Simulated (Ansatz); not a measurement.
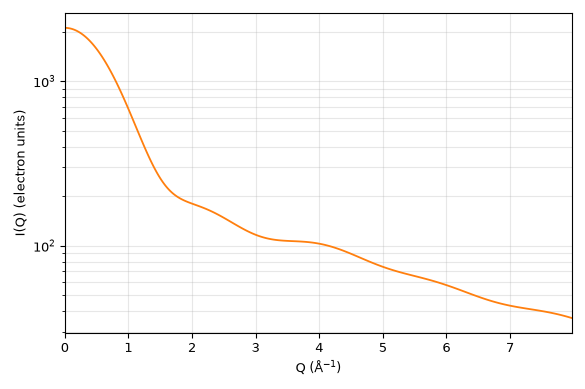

Elastic X-ray scattering of a randomly oriented, rigid molecule, calculated with the Debye equation from neutral-atom form factors (independent atoms, no Compton part, no vibration). The geometry is the end point of an optimisation (RKS BLYP/6-31G in Ansatz); it may be a saddle point or a higher isomer. It contains O, B, C, N, Si, H.

### How many electrons does the independent-atom model of the molecule hold?

I(0) is the square of the electron number: I(0) = 2110, so about 46 electrons, the count of CH6BNOSi.

### What radius of gyration does the initial fall-off give?

From I(Q) ≈ I(0) exp(−Q²R²/3) at small Q, R ≈ 1.89 Å. It is larger than the electron-weighted radius of the nuclear positions alone (1.72 Å), because each atom's electron cloud adds to it.
